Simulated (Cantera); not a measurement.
Input: 1 mol SiC, 0.066 mol N2O, a varied amount of N2, held at 1173.15 K and 0.560 Pa.

Cantera equilibrium calculation (NASA polynomials, part measured and part estimated; ideal gas, pure solids and liquids). Candidate condensed phases: C, Si, SiC, SiO2, Si2N2O, Si3N4; 34 gas species. Mutual solubility and eutectic melting of coexisting phases are not modelled. Rates play no part.

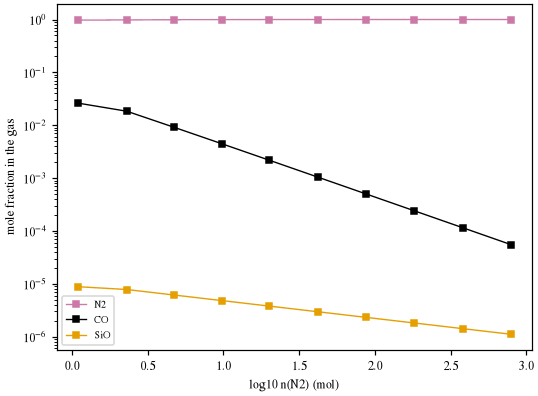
Equilibrium gas composition (values under 1e-9 drawn at 1e-9)

At 1.1 mol N2 the condensed part is C(graphite) + SiC(s) + Si2N2O(s). From 2.3 mol N2 to 790 mol N2 the condensed part is SiC(s) + Si2N2O(s). The main Si-bearing gas is SiO throughout.
